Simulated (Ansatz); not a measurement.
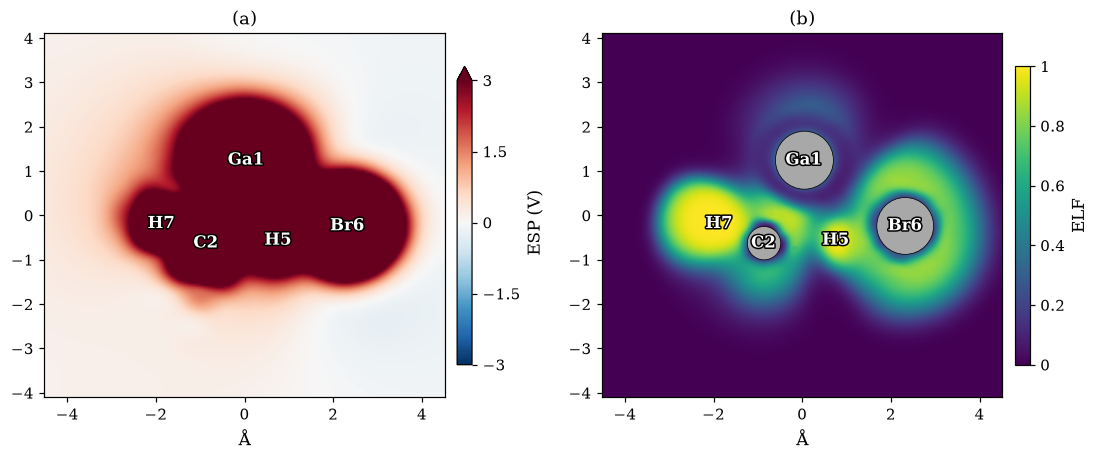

Figure. CH6BrGa. (a) molecular electrostatic potential; (b) electron localisation function on the plane of atoms C2, Ga1 and H5. Grey discs cover the atomic cores in the ELF map.

A transition-state structure; geometry: PBE0-D4/def2-TZVP.

Level of theory: Ansatz 0.2.0, RKS PBE0-D4/def2-TZVPP.

```csv
atom,x (Å),y (Å),z (Å)
Ga,-1.1498,0.0498,0.0188
C,0.8569,0.5741,-0.1551
H,-1.8429,-0.1580,-1.3599
H,-1.7706,0.4714,1.3830
H,0.4946,-0.9665,0.2103
Br,-0.1123,-2.4000,0.5547
H,0.6115,1.6223,-0.3803
H,1.4290,0.2083,-1.0094
H,1.4837,0.5986,0.7381
```

### What do the fields say about this system?

- The section cuts through Ga, C, H and Br sites.
- C–Ga (2.08 Å): the ELF peaks at about 0.90 in the valence shell of C, 0.7 Å from its nucleus, and is about 0.50 at the midpoint.
- Ga–Br (2.71 Å): the ELF peaks at about 0.70 in the valence shell of Br, 1.0 Å from its nucleus, and is about 0.45 at the midpoint.
- C–H (1.10 Å): the ELF climbs to about 1 towards the hydrogen, as it does in any bond to H; a covalent bond by its length.
- Br–H (1.59 Å): the ELF climbs to about 1 towards the hydrogen.
- The ELF also peaks beside Br6, away from the bonds: lone-pair regions.
- The potential has no marked negative region in this plane.
